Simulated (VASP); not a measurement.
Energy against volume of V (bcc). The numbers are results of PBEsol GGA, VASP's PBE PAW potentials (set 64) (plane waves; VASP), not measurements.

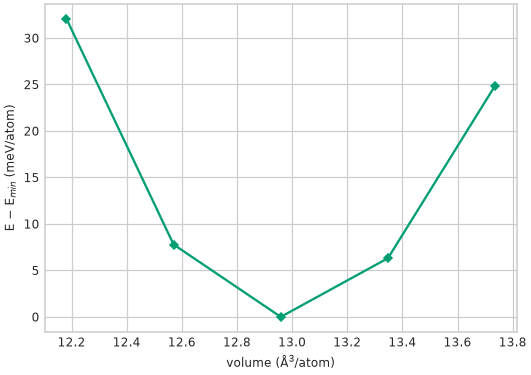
Figure: Energy against volume

Task: Estimate the equilibrium volume and the bulk modulus.

Result: The minimum lies near 13.0 Å³/atom, and the curvature gives B0 of about 190 GPa.

Measured: bulk modulus 161 GPa at 0 K (computed value off by +20.2 %), as given by H. Levämäki et al., Physical Review B (2014), arXiv:1402.3671 [corrected for temperature and zero-point phonon effects]; a 3.021 Å at 0 K (computed value off by -2.0 %), as given by Daniel Mejia-Rodriguez et al., Physical Review B (2018), arXiv:1807.09216 [static lattice: zero-point anharmonic expansion removed].

The compound is V in the bcc structure. It was relaxed first, which changed the volume by -7 %. The run is not spin-polarised, so no magnetic state was tried.
